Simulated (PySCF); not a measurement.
**C4H4N2O, SMILES `O=Cn1cccn1`: what the electrons do**

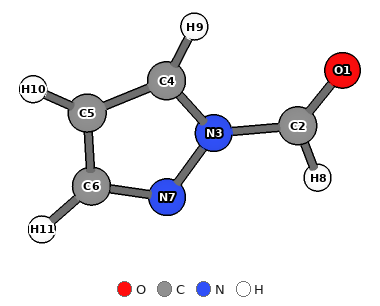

The molecule, with its atoms numbered as below. No frequency check shows the geometry to be a minimum.

Coordinates in Å:

```
O1      -2.4652   -0.3631    0.0000
C2      -1.5975    0.4610    0.0000
N3      -0.2507    0.1701    0.0000
C4       0.3414   -1.0672    0.0000
C5       1.6866   -0.8583    0.0000
C6       1.8324    0.5532    0.0000
N7       0.6722    1.1502    0.0000
H8      -1.7583    1.5505    0.0000
H9      -0.2558   -1.9557    0.0000
H10      2.4686   -1.5889    0.0000
H11      2.7393    1.1246    0.0000
```

## 1. Bonding charge

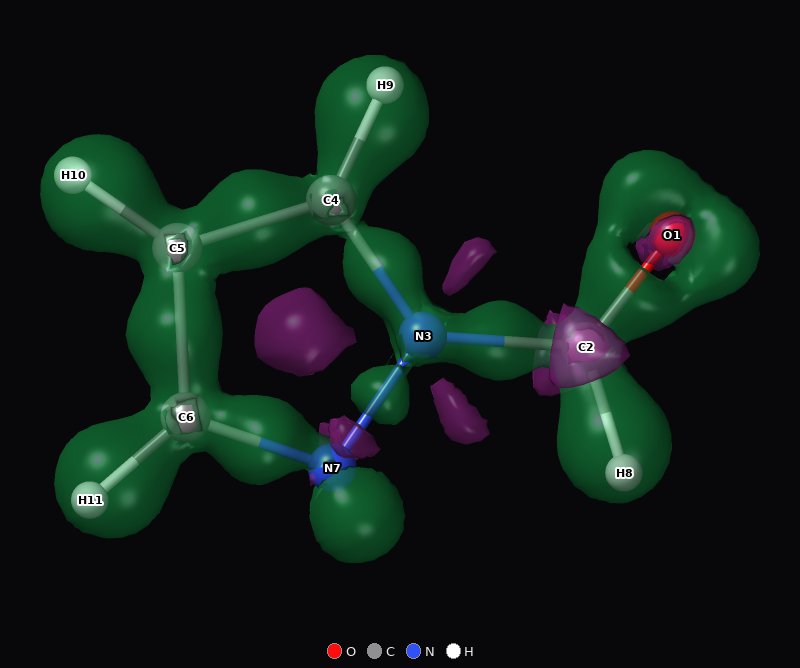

Deformation density (molecule less spherical, spin-averaged free atoms at the same positions), surfaces at ±0.15 e/Å³; green: gain, purple: loss.

PySCF calculation, TPSSh/def2-SVPD, gas phase; geometry: GFN2-xTB.

**Describe the bonding that the map shows.**

The five largest and four smallest: C2–H8: +0.78 e/Å³ at the bond critical point (bond length 1.10 Å). C4–H9: +0.77 e/Å³ at the bond critical point (bond length 1.07 Å). C6–H11: +0.76 e/Å³ at the bond critical point (bond length 1.07 Å). C5–H10: +0.72 e/Å³ at the bond critical point (bond length 1.07 Å). O1–C2: +0.65 e/Å³ at the bond critical point (bond length 1.20 Å). C6–N7: +0.53 e/Å³ at the bond critical point (bond length 1.30 Å). C2–N3: +0.38 e/Å³ at the bond critical point (bond length 1.38 Å). N3–N7: +0.35 e/Å³ at the bond critical point (bond length 1.35 Å). N3–C4: +0.31 e/Å³ at the bond critical point (bond length 1.37 Å). In all, 2.6 electrons gather in the regions of gain relative to the promolecule.

## 2. Local ionisation energy

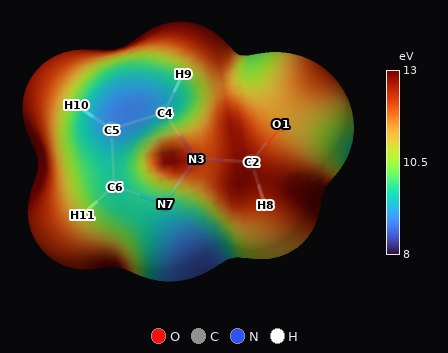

Average local ionisation energy on the surface of electron density 0.001 a.u.

**Locate the minima of the map.**

The lowest value is 8.5 eV, 2.0 Å from N7. Further minima include 8.9 eV, off the C4–C5 bond (2.1 to 2.2 Å from its atoms), and at like points elsewhere; 9.8 eV, 1.8 Å from O1; 10.1 eV, about equally far (1.8 Å) from O1 and H9. For comparison, the highest occupied orbital lies at −7.3 eV.

**What volume does the surface enclose, and what is the dipole moment?**

About 115 Å³; the dipole moment is 2.5 D.

## 3. In an electric field

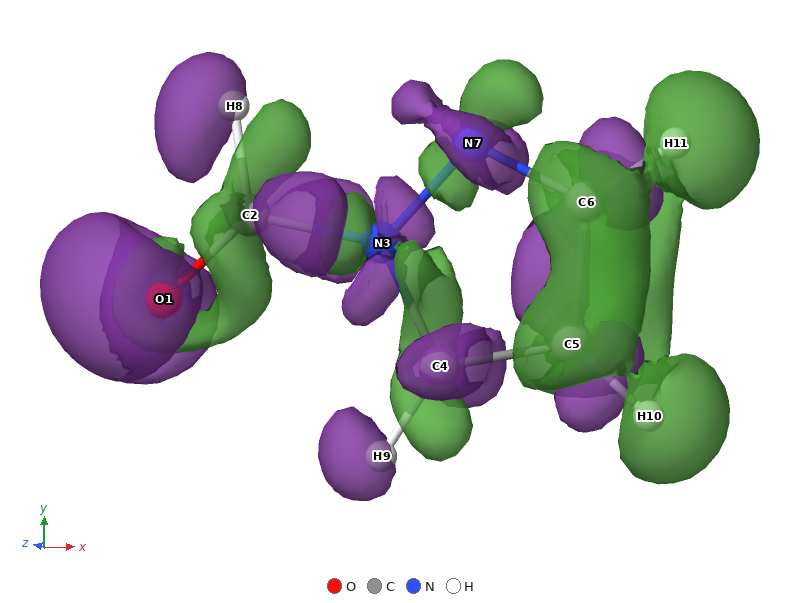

Change of the electron density in a uniform field of 0.10 V/Å, surfaces at ±0.001 e/Å³ (purple: gain, green: loss).

Level of theory: r2SCAN/def2-SVPD (PySCF), at a geometry from GFN2-xTB.

**Along which Cartesian direction does the field point?**

Along +x: electrons gather on the −x side, against the field.

**What dipole is induced, and what polarisability does it imply?**

The induced dipole is 0.45 D (along the field); α along this axis, from the fields in both directions, is 89 bohr³ (13.1 Å³).

**Which atoms gain and lose the most charge?**

Electrons gather most on O1 (Hirshfeld charge changes by −0.009 e) and leave C6 most (+0.006 e); 0.033 electrons are displaced in all.

## 4. Magnetic shielding

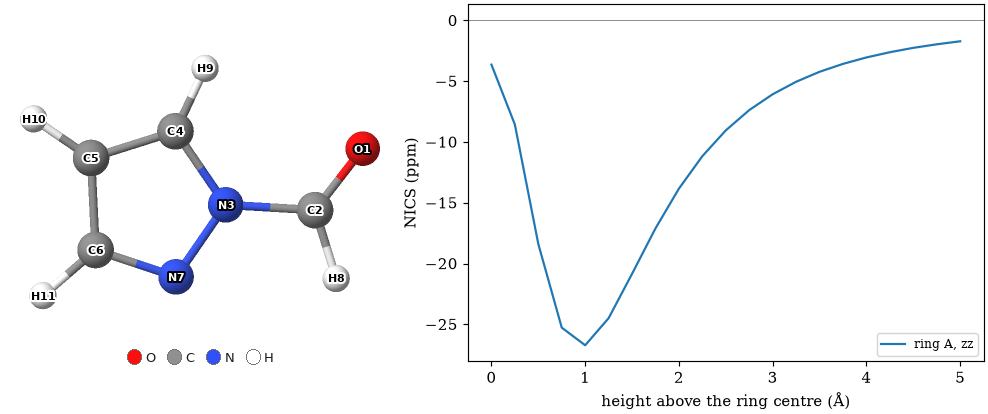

GIAO NICS scans along the ring normals; ring A: 5-membered ring N3/C4/C5/C6/N7.

PySCF calculation, B3LYP/6-31+G*, gas phase; geometry: GFN2-xTB.

**What does each scan say about the ring current?**

Ring A is strongly diatropic (aromatic): NICSzz reaches −26.7 ppm at 1.00 Å; NICS(0) = −10.4, NICS(1) = −9.9, NICS(1)zz = −26.7 ppm.

**What absolute proton shieldings does the same calculation give?**

From 23.2 ppm (H8) to 26.1 ppm (H10).

## 5. The π system

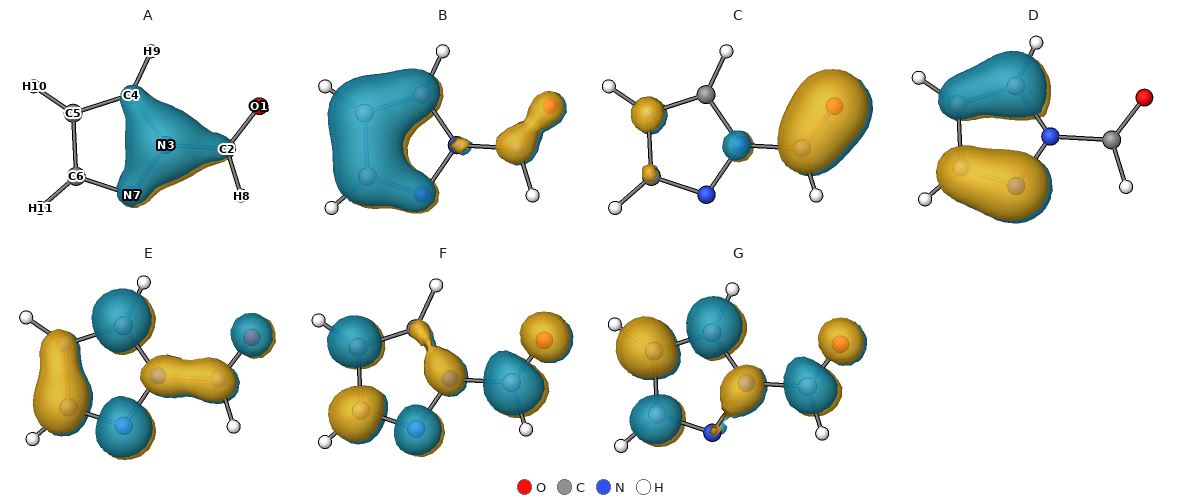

Natural orbitals of the π active space, CASSCF(8,7), singlet state, in order of falling occupation.

Level of theory: 6-311G** basis (PySCF), at a geometry from GFN2-xTB.

**What are the natural occupation numbers?**

A 1.99, B 1.95, C 1.94, D 1.91, E 0.10, F 0.06, G 0.06.

**How multiconfigurational is the state?**

The leading determinant weighs 0.90; the effective number of unpaired electrons, Σ n²(2−n)², is 0.12; the most occupied of the weakly occupied orbitals holds 0.10 e, as in an ordinary closed-shell π system. The active space lowers the energy by 2.32 eV against Hartree–Fock.

**Where does the lowest triplet lie relative to the singlet, at this geometry and within this active space?**

4.61 eV above it by strongly contracted NEVPT2 (+4.21 eV by CASSCF); a small basis tends to put such gaps a few tenths of an eV too high. This is a vertical energy for π states alone; a state that uses lone pairs or σ orbitals may lie lower.
